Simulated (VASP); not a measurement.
Energy against volume of Pb (fcc). Level of theory: LDA (Ceperley-Alder, Perdew-Zunger), VASP's LDA PAW potentials (set 64) (plane waves; VASP).

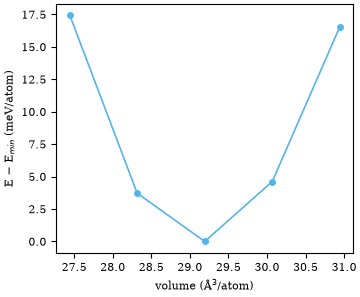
*Energy against volume*

Question: Estimate the equilibrium volume and the bulk modulus.

Answer: The minimum lies near 29.1 Å³/atom, and the curvature gives B0 of about 52 GPa.

Measured: bulk modulus 47.0 GPa at 0 K (computed value off by +10.7 %), as given by H. Levämäki et al., Physical Review B (2014), arXiv:1402.3671 [corrected for temperature and zero-point phonon effects]; a 4.902 Å at 0 K (computed value off by -0.4 %), as given by Gábor I. Csonka et al., Physical Review B (2009), arXiv:0903.4037 [low-temperature or extrapolated to 0 K; zero-point anharmonic expansion removed].

The compound is Pb in the fcc structure. It was relaxed first.
